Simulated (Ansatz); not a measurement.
# H2SO (triplet): correlated methods under varied settings at distance O1–H3 along a hydrogen transfer = 1.190 Å

Aim: run H2SO (triplet) at one geometry under a spread of methods and options, and see what each costs and gives.

The runs use Ansatz 0.2.0, Gaussian basis; the settings change from run to run.

11 further runs of the same task are left out: 11 that didn't finish.

## (1) The system

The geometry derives from fragments relaxed apart (PBE0/def2-TZVP) and kept rigid, so it is no stationary point. A hydrogen atom is moved between rigid fragments.

4 atoms, charge 0, spin multiplicity 3.

Atoms are counted from 1 here; the program's logs count them from 0.

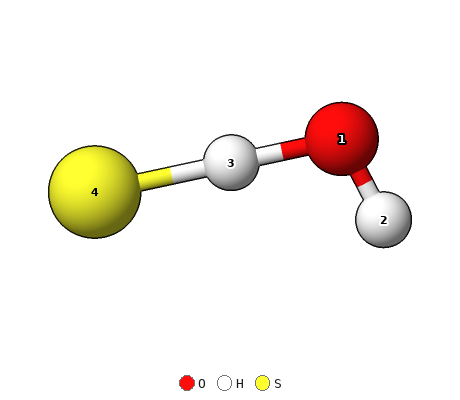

The structure; oxygen red, hydrogen white, sulfur yellow; atoms are numbered from 1 in the order of the file.

Coordinates:

```xyz
4
H2OS
O    -0.9007   -0.2316    0.0000
H    -1.1500    0.6949    0.0000
H     0.2893   -0.2316    0.0000
S     1.7613   -0.2316    0.0000
```

## (2) BCCD(T) on ROHF/cc-pVDZ

File in.yaml:

```yaml
crystal:
  periodic: [false, false, false]
  atoms:
    - {symbol: O, position_ang: [-0.900673, -0.231644, 0.000000]}
    - {symbol: H, position_ang: [-1.149982, 0.694932, 0.000000]}
    - {symbol: H, position_ang: [0.289327, -0.231644, 0.000000]}
    - {symbol: S, position_ang: [1.761327, -0.231644, 0.000000]}
basis:
  gaussian: {orbitals: cc-pVDZ}
magnetization: {spin_polarized: false, initial_magnetization: 2}
correlation: {method: bccd_t, electrons: outside_noble_gas}
scf: {lower_state_search: off}
```

Command:

```sh
> ansatz run in.yaml --threads 1 --pin off --events-out ev --progress --plain --max-ram 2393MiB
```

What it wrote, shortened:

```text
Functional definition: HF
  name "HF"
  cite "Fock, Z. Phys. 61, 126 (1930) doi:10.1007/BF01340294"
  parent pbe
[...]
410 factors; integrals over basis functions are off by at most 1.6e-3 eV
[...]
mean field -12882.94148091 eV, -473.4393670519 hartree, gradient 7.1e-7 eV, S^2 2.000000; 0 other end points of the search recorded, 0 dependent functions left out
6 core orbitals not correlated: weight in the atoms' cores, before any rotation towards them, 1.000 or more for the frozen orbitals, at most 0.000 for the correlated occupied ones
reference -12882.94148091 eV, -473.4393670519 hartree; 8, 6 occupied and 28, 30 virtual orbitals, 410 factors
second order -8.47461670 eV of doubles, -0.24371346 eV of singles
cycle   1  -9.09368294 eV  change   -3.7e-1 eV  update   6.6e-2
[...]
cycle  16  -9.35988543 eV  change   -5.8e-6 eV  update   8.0e-6
perturbative correction -0.20728553 eV, -0.0076176028 hartree
Total energy: -12892.50865187 eV, -473.7909541001 hartree
Checks for a lower state left out: stability, starts, cluster_reference, orbital_swaps, neighbouring_geometries, increment
```

Wall time 1.2 s (1 thread of Arm Neoverse V2, shared host).

From the report: correlation -9.5672 eV; largest double amplitude 0.06.

## (3) HF/def2-mTZVP

Changes to in.yaml since step 2:

```diff
@@ -8,5 +8,6 @@
 basis:
-  gaussian: {orbitals: cc-pVDZ}
+  gaussian: {orbitals: def2-mTZVP}
 magnetization: {spin_polarized: false, initial_magnetization: 2}
-correlation: {method: bccd_t, electrons: outside_noble_gas}
-scf: {lower_state_search: off}
+hamiltonian: {xc: hf}
+accuracy: high
+output: {forces: true, orbitals: {seedname: orbitals}}
```

Same command.

What it wrote, shortened:

```text
Functional definition: HF
  name "HF"
  cite "Fock, Z. Phys. 61, 126 (1930) doi:10.1007/BF01340294"
  parent pbe
[...]
875 factors; integrals over basis functions are off by at most 4.0e-9 eV
[...]
mean field -12883.53155222 eV, -473.4610517729 hartree, gradient 1.5e-8 eV, S^2 2.000000; 6 other end points of the search recorded, 0 dependent functions left out
[...]
reference -12883.53155222 eV, -473.4610517729 hartree; 14, 12 occupied and 38, 40 virtual orbitals, 875 factors
Total energy: -12883.53155222 eV, -473.4610517729 hartree
Atom 0 at    -0.900673    -0.231644     0.000000 Å, force     1.507961     0.306186    -0.000000 eV/Å
Atom 1 at    -1.149982     0.694932     0.000000 Å, force     0.378748    -0.385703    -0.000000 eV/Å
Atom 2 at     0.289327    -0.231644     0.000000 Å, force    -4.002477    -0.029284     0.000000 eV/Å
Atom 3 at     1.761327    -0.231644     0.000000 Å, force     2.115768     0.108801    -0.000000 eV/Å
Dipole moment:     0.071665     0.319858     0.000000 e Å
```

Wall time 2.6 s (1 thread of Arm Neoverse V2, shared host).

## (4) NEVPT2(4,3)/cc-pVDZ

Changes to in.yaml since step 3:

```diff
@@ -8,6 +8,4 @@
 basis:
-  gaussian: {orbitals: def2-mTZVP}
+  gaussian: {orbitals: cc-pVDZ}
 magnetization: {spin_polarized: false, initial_magnetization: 2}
-hamiltonian: {xc: hf}
-accuracy: high
-output: {forces: true, orbitals: {seedname: orbitals}}
+correlation: {method: sc_nevpt2, electrons: outside_noble_gas, active_space: {window: {electrons: 4, orbitals: 3}}}
```

Same command.

What it wrote, shortened:

```text
Functional definition: HF
  name "HF"
  cite "Fock, Z. Phys. 61, 126 (1930) doi:10.1007/BF01340294"
  parent pbe
[...]
410 factors; integrals over basis functions are off by at most 1.6e-3 eV
[...]
mean field -12882.94148091 eV, -473.4393670519 hartree, gradient 7.1e-7 eV, S^2 2.000000; 20 other end points of the search recorded, 0 dependent functions left out
reference -12882.94148091 eV, -473.4393670519 hartree; 14, 12 occupied and 28, 30 virtual orbitals, 410 factors
state -12882.94148091 eV, -473.4393670519 hartree
state -12882.94148091 eV, -473.4393670519 hartree; corrected -12891.65991437 eV, -473.7597635722 hartree
WARN: 1 active orbitals are nearly empty or full. The corrections depend on them more than the energy does, and are more stable in an active space without them
Total energy: -12891.65991437 eV, -473.7597635722 hartree
```

Run time: 3.9 s. Hardware: 1 thread of Arm Neoverse V2, shared host.

From the report: 4 determinants; active occupations 2.00, 1.00, 1.00. The report marks this result as in doubt.

## (5) MRCISD+Q(relaxed)(4,3)/6-31G

Changes to in.yaml since step 4:

```diff
@@ -8,4 +8,4 @@
 basis:
-  gaussian: {orbitals: cc-pVDZ}
+  gaussian: {orbitals: 6-31G}
 magnetization: {spin_polarized: false, initial_magnetization: 2}
-correlation: {method: sc_nevpt2, electrons: outside_noble_gas, active_space: {window: {electrons: 4, orbitals: 3}}}
+correlation: {method: fic_mrcisd_q_relaxed, electrons: valence, active_space: {window: {electrons: 4, orbitals: 3}}}
```

Same command.

What it wrote, shortened:

```text
Functional definition: HF
  name "HF"
  cite "Fock, Z. Phys. 61, 126 (1930) doi:10.1007/BF01340294"
  parent pbe
[...]
279 factors; integrals over basis functions are off by at most 3.2e-4 eV
[...]
mean field -12881.05389553 eV, -473.3699995690 hartree, gradient 2.9e-6 eV, S^2 2.000000; 21 other end points of the search recorded, 0 dependent functions left out
reference -12881.05389553 eV, -473.3699995690 hartree; 14, 12 occupied and 12, 14 virtual orbitals, 279 factors
state -12881.05389553 eV, -473.3699995690 hartree
contracted CI cycle   1: correlation 0.00000000 eV, 0.0000000000 hartree, residual 1.95e1 eV
contracted CI cycle   2: correlation -4.43623318 eV, -0.1630285624 hartree, residual 3.58e0 eV
contracted CI cycle   3: correlation -4.64755504 eV, -0.1707944974 hartree, residual 8.82e-1 eV
contracted CI cycle   4: correlation -4.66067261 eV, -0.1712765594 hartree, residual 2.41e-1 eV
[...]
contracted CI cycle   6: correlation -4.38084097 eV, -0.1609929364 hartree, residual 1.77e-1 eV
contracted CI cycle   7: correlation -4.38160703 eV, -0.1610210883 hartree, residual 7.98e-2 eV
contracted CI cycle   8: correlation -4.38176003 eV, -0.1610267109 hartree, residual 3.17e-2 eV
contracted CI cycle   9: correlation -4.38178382 eV, -0.1610275853 hartree, residual 1.27e-2 eV
contracted CI cycle  10: correlation -4.38178862 eV, -0.1610277617 hartree, residual 6.39e-3 eV
contracted CI cycle  11: correlation -4.38178976 eV, -0.1610278038 hartree, residual 3.25e-3 eV
contracted CI cycle  12: correlation -4.38179001 eV, -0.1610278129 hartree, residual 1.31e-3 eV
state -12880.84884281 eV, -473.3624640203 hartree; corrected -12885.52332983 eV, -473.5342482498 hartree
state -12881.05389553 eV, -473.3699995690 hartree; corrected -12886.05665648 eV, -473.5538476426 hartree
WARN: 1 active orbitals are nearly empty or full. The corrections depend on them more than the energy does, and are more stable in an active space without them
Total energy: -12886.05665648 eV, -473.5538476426 hartree
```

It took 1.7 s on 1 thread of Arm Neoverse V2, shared host.

From the report: 4 determinants; active occupations 2.00, 1.00, 1.00. The report marks this result as in doubt.

## (6) The runs in one table

Where basis and cores are those of an earlier UCCSDT(Q)/cc-pVDZ run (-12892.5531 eV), and the state is the same kind, the miss against it is given. † marks a result that the program doubts.

| level | correlated | functions | energy (eV) | from UCCSDT(Q) (meV) | time |
| --- | --- | --- | --- | --- | --- |
| BCCD(T) on ROHF/cc-pVDZ | outside noble gas | 42 | -12892.5087 | 44.5 | 1.2 s |
| HF/def2-mTZVP |  | 52 | -12883.5316 |  | 2.6 s |
| NEVPT2(4,3)/cc-pVDZ † | outside noble gas | 42 | -12891.6599 | 893.2 | 3.9 s |
| MRCISD+Q(relaxed)(4,3)/6-31G † | valence | 26 | -12886.0567 |  | 1.7 s |

## (7) Summary of results

| quantity | value |
| --- | --- |
| runs | 4 |
| quickest | BCCD(T) on ROHF/cc-pVDZ, 1.2 s |
| slowest | NEVPT2(4,3)/cc-pVDZ †, 3.9 s |

In words: Total energies in different bases, with other cores or another treatment of relativity can't be set against each other. NEVPT2(4,3)/cc-pVDZ † took 3 times as long as BCCD(T) on ROHF/cc-pVDZ; the jobs differ in more than the method. Among the correlated runs with a miss given, it spans +44 to +893 meV.
